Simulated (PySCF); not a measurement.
## A study: C2H8SeSi, SMILES `C[SiH](C)[SeH]`

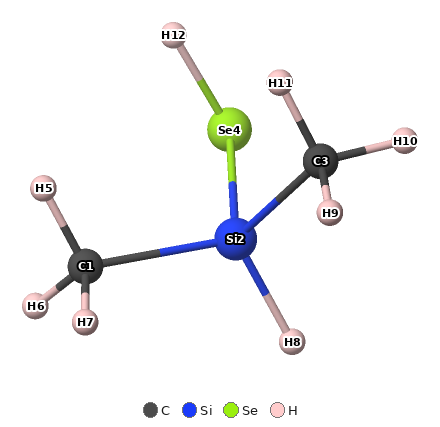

The molecule, with its atoms numbered as below. No frequency check shows the geometry to be a minimum.

Coordinates in Å:

```
C1      -1.7303   -1.5663   -0.2866
Si2     -0.9453    0.0000    0.4507
C3      -1.7303    1.5663   -0.2871
Se4      1.3273    0.0001   -0.0209
H5      -1.6547   -1.5751   -1.3709
H6      -1.2390   -2.4607    0.0848
H7      -2.7819   -1.6303   -0.0265
H8      -0.9549    0.0005    1.9141
H9      -2.7819    1.6303   -0.0270
H10     -1.2390    2.4607    0.0840
H11     -1.6547    1.5747   -1.3715
H12      1.1758   -0.0047   -1.4456
```

## 1. Excited states

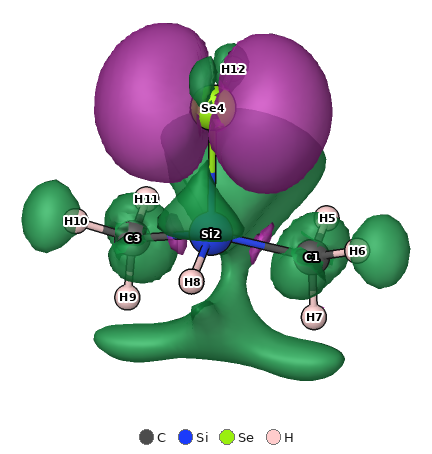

Unrelaxed difference density of S₃ less the ground state (full linear response singlet states), ±0.01 e/Å³; green: gain, purple: loss.

Level of theory: PBE0/cc-pVDZ (PySCF), at a geometry from GFN2-xTB. Without diffuse functions Rydberg states are missing, so the states' numbers hold for this basis only.

**How does the charge move on excitation?**

0.86 e is displaced in all, of which about 0.7 e passes between atoms: Se4 (0.73 e) loses electrons and Si2 (0.14 e) and C1 and C3 (0.09 e each) gain them. The state: 7.17 eV (173 nm), f = 0.030, partly diffuse acceptor orbital, which a basis without diffuse functions describes poorly; the leading pair carries 100 %; hole on Se4 (82 %) and Si2 (6 %), electron on Si2 (20 %), C1 and C3 (12 % each) and Se4 (9 %) (atom shares of so diffuse an orbital are rough); their centroids lie 2.5 Å apart.

## 2. In an electric field

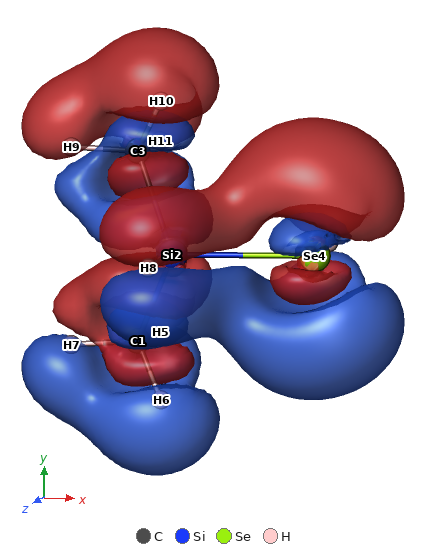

Change of the electron density in a uniform field of 0.51 V/Å, surfaces at ±0.002 e/Å³ (blue: gain, red: loss).

Level of theory: B3LYP/def2-SVPD (PySCF), at a geometry from GFN2-xTB.

**Along which Cartesian direction does the field point?**

Along +y: electrons gather on the −y side, against the field.

**What dipole is induced, and what polarisability does it imply?**

The induced dipole is 2.10 D (along the field); α along this axis, from the fields in both directions, is 83 bohr³ (12.3 Å³).

**Which atoms gain and lose the most charge?**

Electrons gather most on H6 (Hirshfeld charge changes by −0.023 e) and leave H10 most (+0.022 e); 0.172 electrons are displaced in all.

## 3. Removing or adding an electron

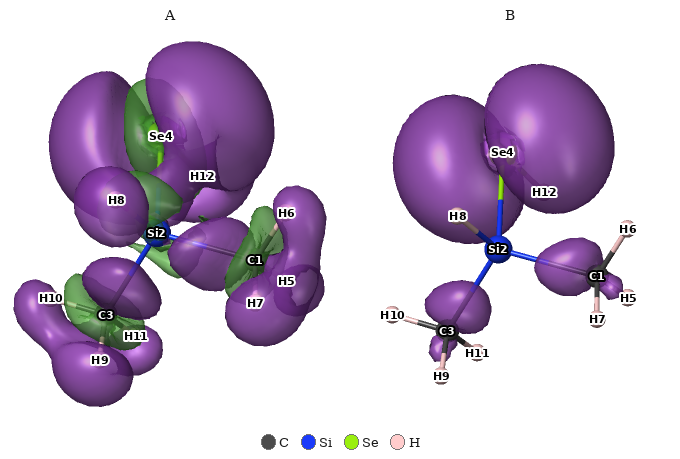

The Fukui function f⁻ from two separate SCF calculations and the density of the HOMO, at ±0.01 e/Å³ (purple positive, green negative).

Level of theory: BLYP/def2-SVPD (PySCF), at a geometry from GFN2-xTB.

**Which panel is which, and how good is the frozen-orbital picture?**

A is f⁻ (it has negative regions), B the HOMO density. The HOMO lies on Se4 (83 %) and Si2 (6 %); f⁻ (Hirshfeld-condensed) is largest on Se4 (0.52); the vertical ionisation energy is 8.54 eV (the stability of the cation's solution wasn't checked). Relaxation shifts 31 % of the electron between atoms. The orbital energy is −5.40 eV.
